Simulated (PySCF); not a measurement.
## Electronic structure of C₄H₈Al₂Cl₃F in real space

```tsv
atom	x (Å)	y (Å)	z (Å)
F	4.3493	2.3760	-0.1743
Al	3.8113	0.8881	-0.6425
Cl	4.9595	-0.5829	-1.4099
Cl	2.5389	0.1939	1.0207
Al	0.7776	0.6406	-0.1851
C	-0.4731	-0.8462	-0.5291
C	-1.6750	-0.1340	-1.2155
C	-2.5593	-0.4708	-0.0144
C	-1.3223	-0.9028	0.7742
Cl	2.0155	1.2918	-1.8596
H	0.1864	1.9332	0.4198
H	-0.3402	-1.8476	-0.9407
H	-1.5164	0.9468	-1.3168
H	-1.9951	-0.5303	-2.1772
H	-3.1284	0.3575	0.4052
H	-3.2387	-1.2984	-0.2139
H	-1.0166	-0.1434	1.5042
H	-1.3822	-1.8653	1.2787
```

Geometry: GFN2-xTB.

The calculation used PBE0/pcSseg-1, SCF density, gas phase, non-relativistic (PySCF 2.14.0).

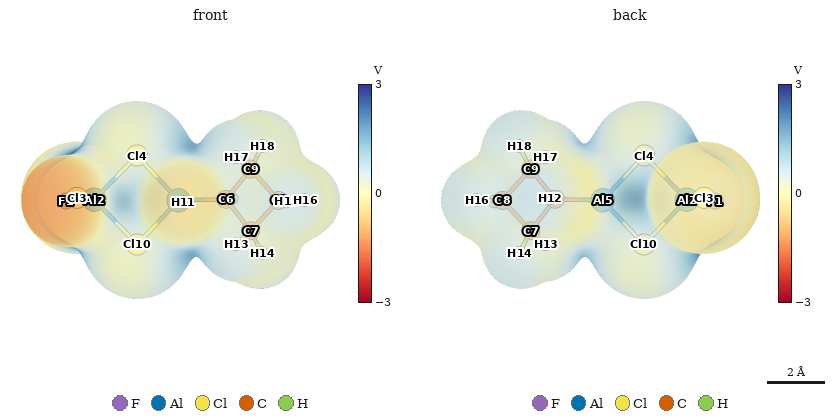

Figure 1. The molecular electrostatic potential painted on the density surface at 0.002 e/bohr³, seen from the front and from behind; red is negative and blue positive.

Q: Which sites attract a positive test charge, and which a negative one?

A: A positive charge is drawn to the negative regions and a negative charge to the positive ones. The most negative region (about −1.3 V) lies over F1, the most positive (about +2.4 V) over Al2.

Q: What dipole moment does the calculation give?

A: Its dipole moment is 2.48 D.

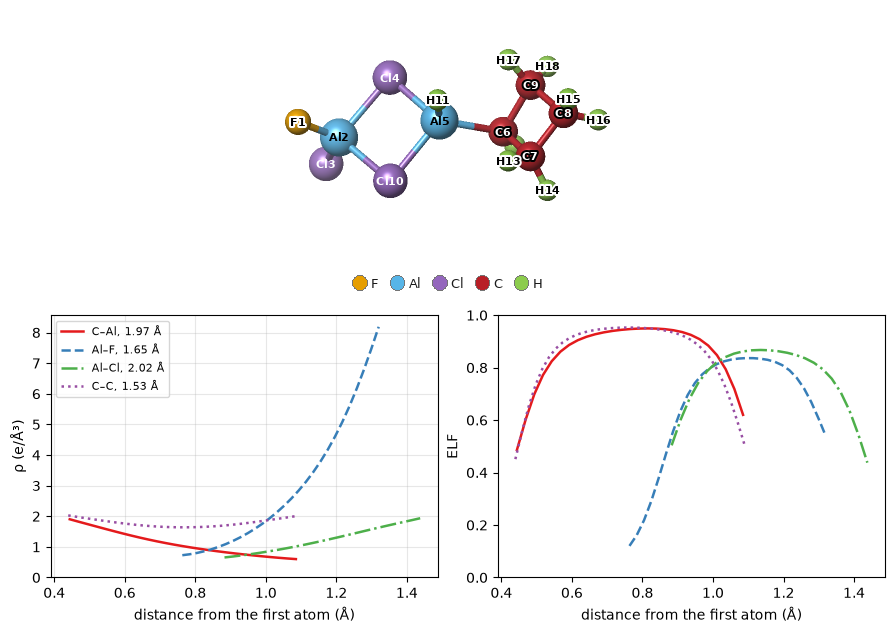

Figure 2. Total electron density and ELF along straight lines between neighbouring atoms. The curves leave out the atomic cores. The structure is drawn too.

Q: Compare the contacts.

A: C–Al (1.97 Å): the density is about 0.7 e/Å³ at the midpoint; the ELF peaks at about 0.95 between the atoms: a polar covalent bond.
Al–F (1.65 Å): ρ at the midpoint is about 0.86 e/Å³; the ELF peaks at about 0.85 in the valence shell of F, 0.6 Å from its nucleus, and is about 0.30 at the midpoint.
Al–Cl (2.02 Å): the density is about 0.85 e/Å³ at the midpoint; the ELF peaks at about 0.85 in the valence shell of Cl, 0.9 Å from its nucleus, and is about 0.80 at the midpoint.
C–C (1.53 Å): ρ at the midpoint is about 1.6 e/Å³; the ELF peaks at about 0.95 between the atoms, as expected for a shared electron pair.
